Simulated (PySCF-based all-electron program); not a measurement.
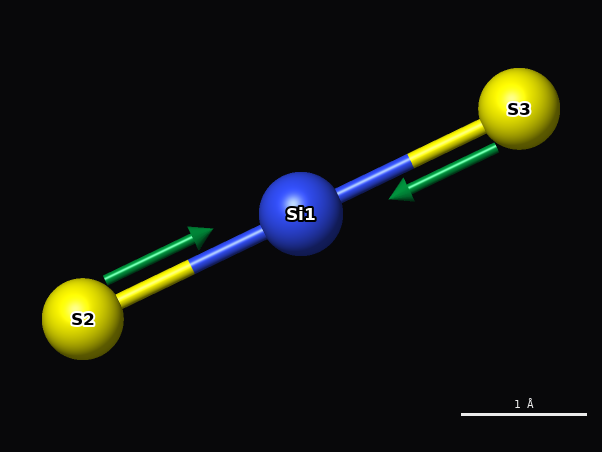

Arrows show the forces on the atoms, 4 Å of arrow for 1 eV/Å; forces under a tenth of the largest aren't drawn. Level of theory: PBEsol, all-electron, scalar-relativistic (Koelling-Harmon), large uncontracted Gaussian sets (PySCF-based all-electron program).

List the force components in the frame of the picture (x right, y up, z towards the viewer), in eV/Å.

```csv
atom,Fx,Fy,Fz
Si1,0.00,0.00,0.00
S2,0.22,0.10,0.00
S3,−0.22,−0.10,0.00
```
